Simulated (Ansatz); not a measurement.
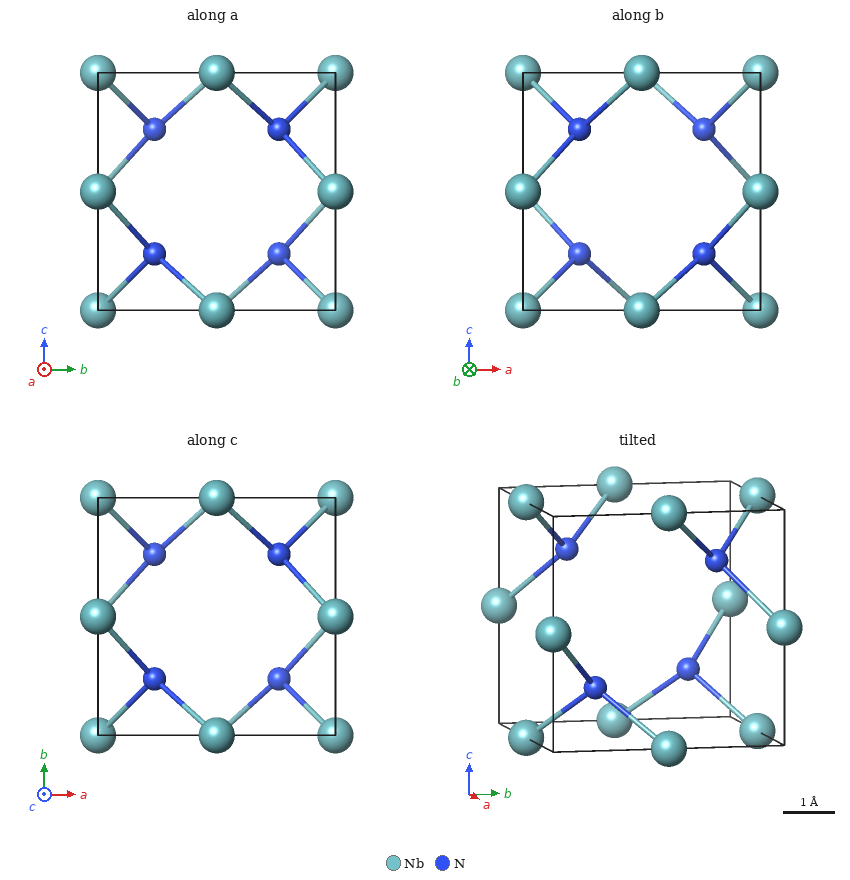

Drawn in the ball-and-stick manner and seen along the a axis, along the b axis, along the c axis and slightly off an axis. Thin lines show the conventional unit cell, with boundary atoms drawn in all their periodic places.

Lattice parameters: a = 4.7161 Å, b = 4.7161 Å, c = 4.7161 Å, α = 90.000°, β = 90.000°, γ = 90.000°.

> Convert the drawing into a CIF in P1 with every atom of the cell, with free fractional coordinates to two decimals.

```cif
data_structure
_symmetry_space_group_name_H-M 'P 1'
_symmetry_Int_Tables_number 1
_cell_length_a 4.7161
_cell_length_b 4.7161
_cell_length_c 4.7161
_cell_angle_alpha 90.000
_cell_angle_beta 90.000
_cell_angle_gamma 90.000
_cell_volume 104.89
loop_
_atom_site_label
_atom_site_type_symbol
_atom_site_fract_x
_atom_site_fract_y
_atom_site_fract_z
_atom_site_occupancy
Nb1 Nb 0.00 0.00 0.50 1
Nb2 Nb 0.50 0.00 0.00 1
Nb3 Nb 0.00 0.50 0.00 1
N1 N 0.76 0.24 0.24 1
N2 N 0.24 0.76 0.24 1
N3 N 0.24 0.24 0.76 1
N4 N 0.76 0.76 0.76 1
```

The structure comes from a structure type filled with these elements by a generator (whether the compound takes this form wasn't checked). The structure drawn was relaxed with DFT PBE, scalar-relativistic, plane waves, PAW in Ansatz.
